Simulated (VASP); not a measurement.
Here is the system:

```xyz
6
Lattice="4.8636 0.0000 0.0000 0.0000 4.8636 0.0000 0.0000 0.0000 3.3001" Properties=species:S:1:pos:R:3 pbc="T T T"
Mn     0.0000     4.8636     0.0000
Mn     2.4318     2.4318     1.6500
F      1.4743     1.4743     0.0000
F      3.9061     0.9575     1.6500
F      0.9575     3.9061     1.6500
F      3.3893     3.3893     0.0000
```
Starting moments (μB, in the order of the record's atoms Mn Mn F F F F): 4.5 -4.5 0.0 0.0 0.0 0.0.

Level of theory: vdW-DF-cx, VASP's PBE PAW potentials (set 64) (plane waves; VASP). Settings: 520 eV cut-off, 5×5×8 Γ-centred mesh, tetrahedra with Blöchl corrections, potentials Mn_pv F.

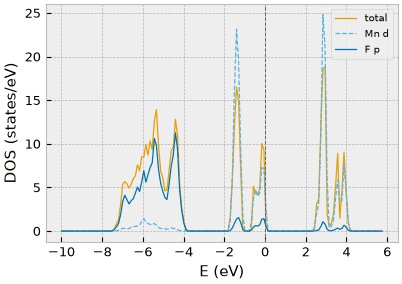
Figure: Total and projected density of states, zero at the valence-band maximum

Within 2 eV below the valence-band maximum the largest weight inside VASP's projection spheres is Mn d.

It has a band gap.

The compound is MnF2 in the rutile structure. It was relaxed first.
